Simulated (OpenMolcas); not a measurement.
## C3H11AlO (SMILES C[Al-](C)(C)[OH2+]): the energy, rung by rung

The species is C3H11AlO (16 atoms), meant as a singlet with charge 0. SMILES: `C[Al-](C)(C)[OH2+]`. Geometry: relaxed at PBE0-D4/def2-TZVP. This is one conformer, not always the lowest.

```
atom    x (Å)    y (Å)    z (Å)
   C  -0.6380   0.7231  -1.7127
  Al   0.0856  -0.1405  -0.0856
   C   1.6989   0.6544   0.7405
   C  -0.2107  -2.0711   0.1425
   O  -1.2682   0.6786   1.2276
   H  -0.5857   1.8181  -1.6867
   H  -0.0691   0.4146  -2.5973
   H  -1.6792   0.4456  -1.9177
   H   1.8436   0.3439   1.7826
   H   1.7073   1.7506   0.7170
   H   2.6015   0.3341   0.2076
   H  -0.0166  -2.4052   1.1672
   H   0.4541  -2.6517  -0.5073
   H  -1.2337  -2.3694  -0.1102
   H  -0.8088   1.2219   1.8776
   H  -1.8809   1.2530   0.7549
```

Quantity: the energy change with the Al2–O5 bond stretched from 2.056 to 2.365 Å, in eV. The values are calculated.

```json
{"level": "SVWN5/6-31G* (spherical functions) (restricted)", "kind": "LDA", "program": "OpenMolcas", "value (eV)": "0.22", "less CCSD(T)/6-31G*": "+0.11"}
{"level": "BLYP/6-31G* (spherical functions) (restricted)", "kind": "GGA", "program": "OpenMolcas", "value (eV)": "0.06", "less CCSD(T)/6-31G*": "-0.05"}
{"level": "PBE/6-31G* (spherical functions) (restricted)", "kind": "GGA", "program": "OpenMolcas", "value (eV)": "0.10", "less CCSD(T)/6-31G*": "-0.01"}
{"level": "TPSS/6-31G* (spherical functions) (restricted)", "kind": "meta-GGA", "program": "OpenMolcas", "value (eV)": "0.11", "less CCSD(T)/6-31G*": "0.00"}
{"level": "r2SCAN/6-31G* (spherical functions) (restricted)", "kind": "meta-GGA", "program": "OpenMolcas", "value (eV)": "0.14", "less CCSD(T)/6-31G*": "+0.03"}
{"level": "B3LYP/6-31G* (Cartesian functions) (restricted)", "kind": "global hybrid", "program": "OpenMolcas", "value (eV)": "0.10", "less CCSD(T)/6-31G*": "-0.01"}
{"level": "MP2/6-31G* (spherical functions) (restricted)", "kind": "perturbation theory", "program": "OpenMolcas", "value (eV)": "0.11", "less CCSD(T)/6-31G*": "0.00"}
{"level": "CCSD(T)/6-31G* (Cholesky decomposition, spherical functions) (restricted)", "kind": "coupled cluster or CI", "program": "OpenMolcas", "value (eV)": "0.11", "less CCSD(T)/6-31G*": "0.00"}
```

CCSD(T)/6-31G* (Cholesky decomposition, spherical functions) (restricted) is the highest level here, not the true value. The first shape isn't each level's own minimum. The values span 0.06 to 0.22 eV.

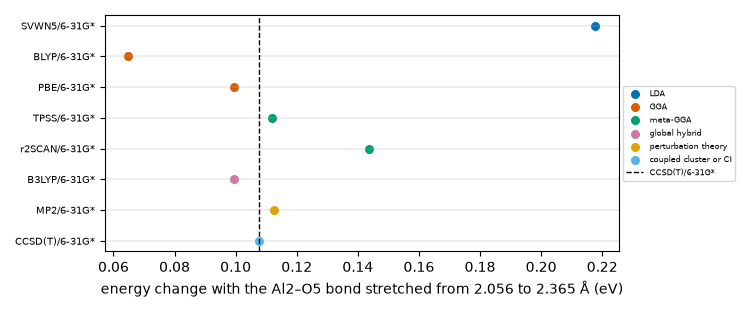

The values of the table, level by level.
